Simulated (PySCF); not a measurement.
# CISD/STO-6G run of SiH4S (Si(SH)H3)

What is the vertical ionisation energy of SiH4S (Si(SH)H3) at CISD/STO-6G? 

The results are computed with PySCF 2.14.0.

5 further runs of the same task are left out: 5 set aside as unsound or not needed.

**1. Starting point**

The species is SiH4S (6 atoms), meant as a singlet with charge 0. SMILES: `[H][Si]([H])([H])S`. The coordinates come from a GFN2-xTB relaxation.

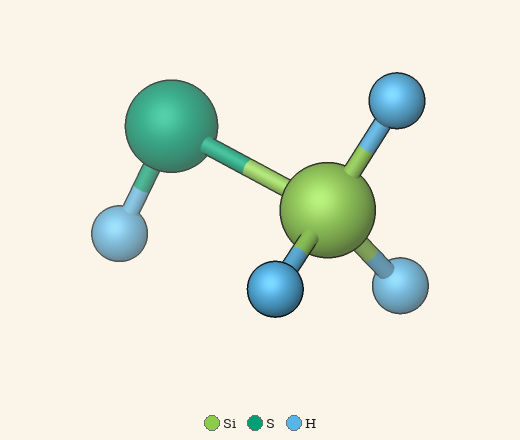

The structure, seen from a chosen angle (silicon green, sulfur teal, hydrogen blue).

**2. A single-point energy at CISD/STO-6G**

The input, input.py:

```python
from pyscf import gto, ci

mol = gto.M(
    atom='''
Si       0.201210      -0.014540      -0.544580
S        0.253720       0.019820       1.601470
H       -1.056810       0.059910       1.795240
H        1.606010      -0.020690      -0.909950
H       -0.503230       1.180600      -0.990160
H       -0.500900      -1.225100      -0.952020
''',
    verbose=4,
    charge=0,
    basis='sto-6g',
    max_memory=1860,
)

hf = mol.RHF()
hf.conv_tol = 1e-10
hf.kernel()
if not hf.converged:
    hf = hf.newton().run(hf.mo_coeff, hf.mo_occ)

cisd = ci.CISD(hf, frozen=10)
cisd.kernel()
e_final = cisd.e_tot
print(f'total energy: {e_final:.8f} hartree')
```

On the command line:

```
$ OMP_NUM_THREADS=1 python input.py
```

What it wrote:

```text
PySCF version 2.14.0

[INPUT] num. atoms = 6
[INPUT] num. electrons = 34
[INPUT] charge = 0
[INPUT] spin (= nelec alpha-beta = 2S) = 0
[INPUT] symmetry False subgroup None
[INPUT] Mole.unit = angstrom
[INPUT] Symbol           X                Y                Z      unit          X                Y                Z       unit  Magmom
[INPUT]  1 Si     0.201210000000  -0.014540000000  -0.544580000000 AA    0.380231793524  -0.027476617851  -1.029107052916 Bohr   0.0
[INPUT]  2 S      0.253720000000   0.019820000000   1.601470000000 AA    0.479461312325   0.037454371789   3.026339696707 Bohr   0.0
[INPUT]  3 H     -1.056810000000   0.059910000000   1.795240000000 AA   -1.997081465702   0.113213492123   3.392511927864 Bohr   0.0
[INPUT]  4 H      1.606010000000  -0.020690000000  -0.909950000000 AA    3.034919053313  -0.039098433517  -1.719556287048 Bohr   0.0
[INPUT]  5 H     -0.503230000000   1.180600000000  -0.990160000000 AA   -0.950966877665   2.231010662662  -1.871131219499 Bohr   0.0
[INPUT]  6 H     -0.500900000000  -1.225100000000  -0.952020000000 AA   -0.946563815795  -2.315103475205  -1.799057065108 Bohr   0.0

nuclear repulsion = 89.5275041447322
number of shells = 14
number of NR pGTOs = 132
number of NR cGTOs = 22
basis = sto-6g
ecp = {}

******** <class 'pyscf.scf.hf.RHF'> ********
method = RHF
initial guess = minao
damping factor = 0
level_shift factor = 0
DIIS = <class 'pyscf.scf.diis.CDIIS'>
diis_start_cycle = 1
diis_space = 8
diis_damp = 0
SCF conv_tol = 1e-10
SCF conv_tol_grad = None
SCF max_cycles = 50
direct_scf = True
direct_scf_tol = 1e-13
Set gradient conv threshold to 1e-05
Initial guess from minao.
init E= -685.914941951974
  HOMO = -0.265361660475933  LUMO = 0.266157391668767  gap/eV = 14.46337
cycle= 1 E= -686.366859916141  delta_E= -0.452  |g|= 0.262  |ddm|= 2.56
  HOMO = -0.192336219923061  LUMO = 0.418936747623487  gap/eV = 16.63358
cycle= 2 E= -686.402223982424  delta_E= -0.0354  |g|= 0.042  |ddm|= 0.591
  HOMO = -0.253911625388609  LUMO = 0.412101928197931  gap/eV = 18.12315
cycle= 3 E= -686.402976890042  delta_E= -0.000753  |g|= 0.00874  |ddm|= 0.0813
  HOMO = -0.256143228854118  LUMO = 0.410097884800608  gap/eV = 18.12934
cycle= 4 E= -686.40303264481  delta_E= -5.58e-05  |g|= 0.00127  |ddm|= 0.0256
  HOMO = -0.255948032130266  LUMO = 0.410662290963112  gap/eV = 18.13939
cycle= 5 E= -686.403033902588  delta_E= -1.26e-06  |g|= 0.000214  |ddm|= 0.00405
  HOMO = -0.256020933793845  LUMO = 0.4106567325361  gap/eV = 18.14122
cycle= 6 E= -686.403033939832  delta_E= -3.72e-08  |g|= 2.33e-05  |ddm|= 0.000719
  HOMO = -0.256030324872107  LUMO = 0.410655291545773  gap/eV = 18.14144
cycle= 7 E= -686.403033940254  delta_E= -4.22e-10  |g|= 3.3e-06  |ddm|= 7.88e-05
  HOMO = -0.256029183571526  LUMO = 0.410655519726268  gap/eV = 18.14141
cycle= 8 E= -686.403033940263  delta_E= -9.32e-12  |g|= 3.25e-07  |ddm|= 1.27e-05
  HOMO = -0.256029088752805  LUMO = 0.41065558691083  gap/eV = 18.14141
Extra cycle  E= -686.403033940263  delta_E= -2.27e-13  |g|= 1.07e-07  |ddm|= 8.42e-07
converged SCF energy = -686.403033940263

******** <class 'pyscf.ci.cisd.RCISD'> ********
CISD nocc = 7, nmo = 12
frozen orbitals 10
max_cycle = 50
direct = 0
conv_tol = 1e-09
max_cycle = 50
max_space = 12
lindep = 0
nroots = 1
Init t2, MP2 energy = -0.0627476909950651
RCISD converged
E(RCISD) = -686.4897618467287  E_corr = -0.08672790646536982
total energy: -686.48976185 hartree
```

Run time: 1.1 s. Hardware: 1 thread of Arm Neoverse V1, shared host; peak memory 0.12 GiB.

**3. The doublet cation, same level**

The input, mol.xyz:

```xyz
6
H4SSi
Si     0.201210    -0.014540    -0.544580
S      0.253720     0.019820     1.601470
H     -1.056810     0.059910     1.795240
H      1.606010    -0.020690    -0.909950
H     -0.503230     1.180600    -0.990160
H     -0.500900    -1.225100    -0.952020
```

The input, input.py:

```python
from pyscf import gto, scf, ci

system = gto.Mole()
system.atom = 'mol.xyz'
system.basis = 'sto-6g'
system.charge = 1
system.spin = 1
system.verbose = 3
system.max_memory = 1860
system.build()

mf = scf.UHF(system)
mf.conv_tol = 1e-10
mf.kernel()
if not mf.converged:
    mf = mf.newton().run(mf.mo_coeff, mf.mo_occ)

cisd = ci.CISD(mf, frozen=10)
cisd.kernel()
e_tot = cisd.e_tot
print('E = %.10f Eh' % e_tot)
```

On the command line:

```
$ OMP_NUM_THREADS=1 python input.py
```

What it wrote:

```text
converged SCF energy = -686.193174624586  <S^2> = 0.75649993  2S+1 = 2.0064894
E(UCISD) = -686.2774518308432  E_corr = -0.08427720625700541
E = -686.2774518308 Eh
```

Wall time 1.1 s (1 thread of Arm Neoverse V1, shared host); peak memory 0.1 GiB.

**4. Results**

Level: CISD/STO-6G, 10 core orbitals frozen.

| quantity | value |
| --- | --- |
| singlet SiH4S: total energy | -686.48976 Eh |
| singlet SiH4S: dipole moment (Hartree–Fock density) | 1.52 D |
| singlet SiH4S: HOMO energy (Hartree–Fock orbitals) | -6.97 eV |
| singlet SiH4S: LUMO energy (Hartree–Fock orbitals) | 11.17 eV |
| singlet SiH4S: HOMO–LUMO gap (Hartree–Fock orbitals) | 18.14 eV |
| singlet SiH4S: correlation energy (10 core orbitals frozen) | -86.7 mEh |
| doublet cation: total energy | -686.27745 Eh |
| doublet cation: HOMO energy (Hartree–Fock orbitals) (highest over α and β) | -17.64 eV |
| doublet cation: LUMO energy (Hartree–Fock orbitals) (lowest over α and β) | -4.47 eV |
| doublet cation: correlation energy (10 core orbitals frozen) | -84.3 mEh |
| doublet cation: ⟨S²⟩ of the reference determinant | 0.756 |
| vertical ionisation energy (to the doublet cation) | 5.777 eV |

**Reading.** Removing an electron at fixed nuclei costs 5.78 eV (133 kcal/mol). In a minimal basis such a difference can be off by several eV, whatever the method. Mulliken charges (doublet cation) of the mean-field density run from -0.07 on H4 to +0.68 on Si1; they depend strongly on the basis.
